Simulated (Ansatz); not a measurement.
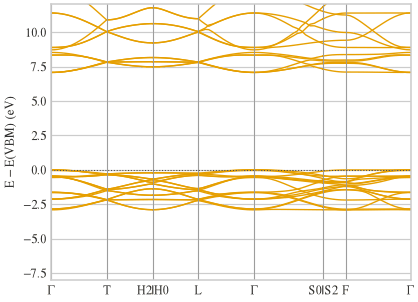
*Band structure from DFT-r²SCAN in the program Ansatz with PAW potentials*

Read off the gap and where the band edges lie.

About 7.1 eV (7.07 eV by a search for the band edges); maximum at Γ, minimum at Γ.

The material is ScF3 in space group R-3c (No. 167; Sc on 6b, F on 18e).

The workflow started from a Materials Project entry (that database holds measured and hypothetical structures alike); the Crystallography Open Database copy checked does not list it. COD files the formula under space group No. 155, 191, 194, 221, so this cell is another polymorph or a model. Its standing as an ambient phase is unchecked. The cell was relaxed with r²SCAN under the symmetry of its start; phonons on a q-mesh show no instability. No spin polarisation was allowed.

Potentials: the later of the program's two PAW sets.
